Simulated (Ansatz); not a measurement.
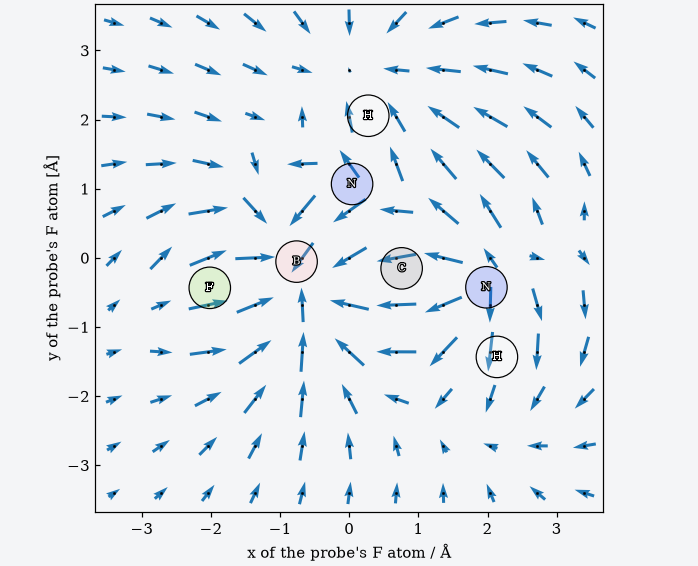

CH₂BFN₂ (SMILES N=C1NB1F) with the probe F-. The probe is moved over a plane parallel to the molecule's main plane, 2.30 Å above it. Coordinates scanned: (1) x of the probe's F atom; (2) y of the probe's F atom. Nothing is relaxed (molecule and probe rigid). The grid has 11 × 11 points. Points are written as (first, second). Method: Ansatz, RKS PBE0-D4/def2-SVPD.

The picture shows dots at the grid points, arrows along the force (downhill), their lengths compressed, labelled circles for the molecule's atoms, projected on the plane.

### The arrows alone are given. Where are the wells?

The arrows converge at about (−0.74 Å, −0.27 Å); (0.00 Å, 2.72 Å) [nearest 1 H at 2.41 Å] (0.28 eV up) (read from the interpolated surface).

The energy map of the same scan:

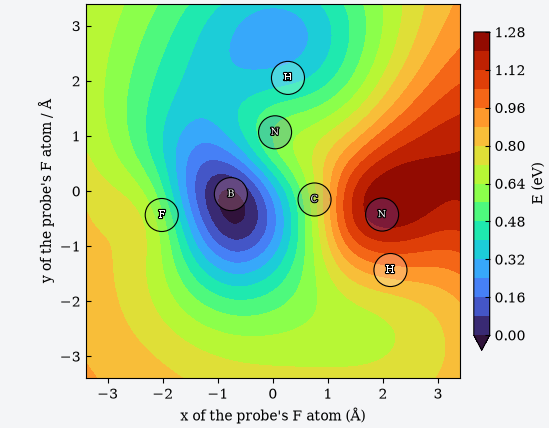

Energies are in eV, from the lowest grid point; between grid points the surface is interpolated.
